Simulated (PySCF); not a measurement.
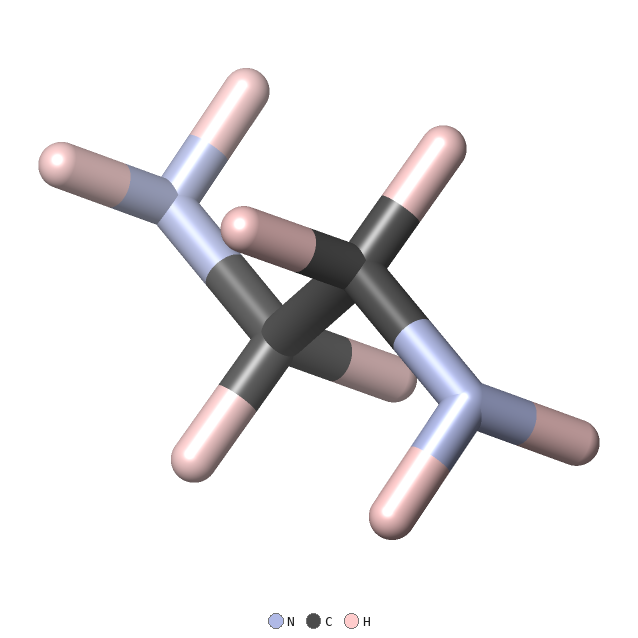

The geometry was computed by an optimisation with GFN2-xTB. No frequency run is at hand to confirm it as a minimum.

Identify the structure.

Formula C₂H₈N₂. SMILES: `NCCN`. It has no ring. Among its groups: primary amine. This geometry has C2h symmetry. Coordination: 2 N trigonal pyramidal; 2 C tetrahedral.

The parts below concern this one geometry. Atoms keep their numbers from picture to picture.

Excitation

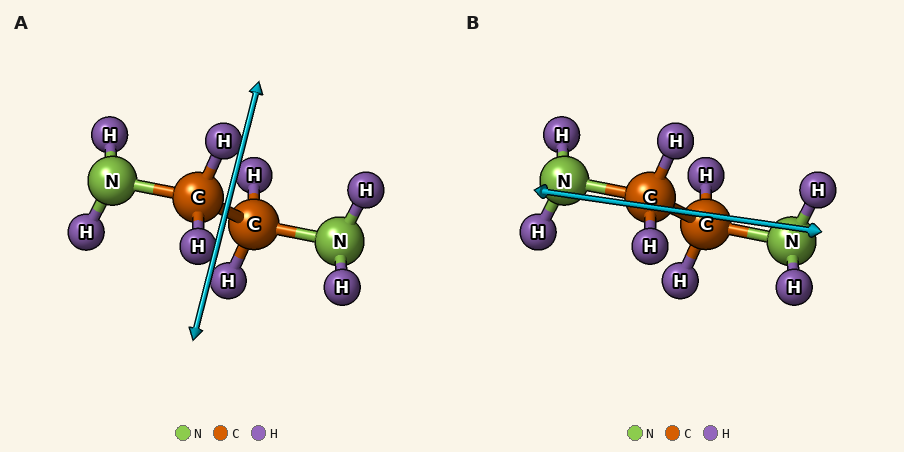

The double arrows show the directions of two transition dipoles from the ground state (lengths mean nothing). No frequency run is at hand to confirm it as a minimum. Method: TDDFT PBE0/def2-SVPD, vertical, gas phase, core orbitals frozen in the response (PySCF 2.14.0).

**One belongs to singlet state 3 and one to singlet state 4. Which is which?**

A: state 3, 6.99 eV (177 nm), oscillator strength 0.025, mainly HOMO → LUMO+3 (weight 0.98).
B: state 4, 7.02 eV (177 nm), oscillator strength 0.020, mainly HOMO → LUMO+2 (weight 0.74).

Polarisability

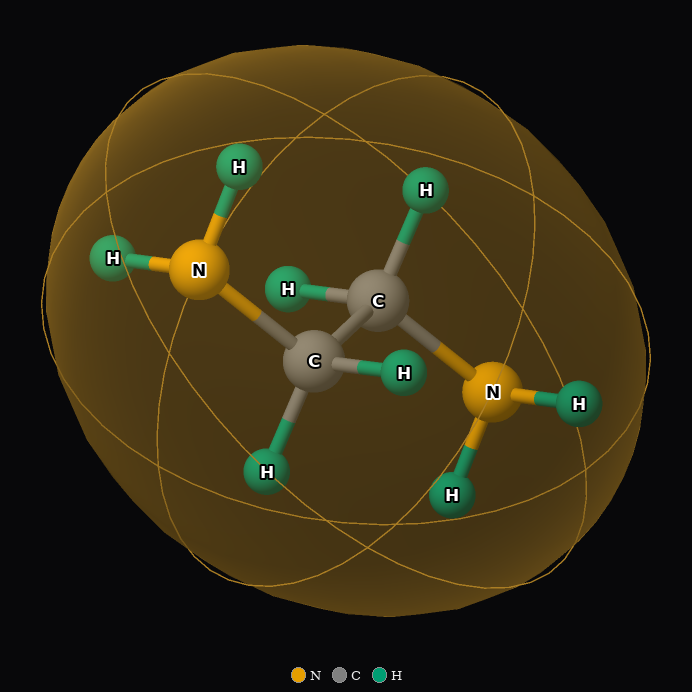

The ellipsoid shows the static dipole polarisability: its half-axes are proportional to the principal values. No frequency run is at hand to confirm it as a minimum. Computed with PBE0/def2-SVPD (PySCF 2.14.0).

**Give the principal values, the mean and the anisotropy.**

Principal values 41.1, 43.6, 51.5 bohr³; mean 45.4 bohr³ (6.73 Å³); anisotropy 9.4 bohr³, so the longest axis is 1.25 times the shortest.

NMR shielding

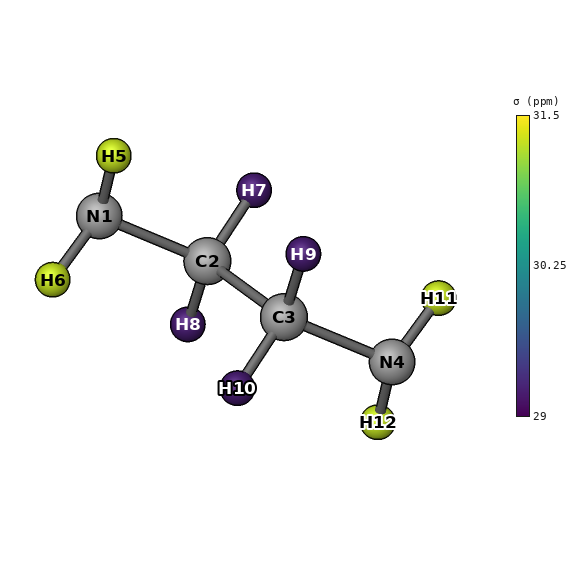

Atoms are coloured by their isotropic NMR shieldings (H only, the others grey). No frequency run is at hand to confirm it as a minimum. Properties computed with GIAO PBE0/pcSseg-1 NMR shielding, non-relativistic, gas phase (PySCF 2.14.0).

Give the isotropic NMR shieldings of the H atoms atom by atom.

```tsv
atom	σ (ppm)
H5	31.27
H6	31.27
H7	29.21
H8	29.21
H9	29.21
H10	29.21
H11	31.27
H12	31.26
```
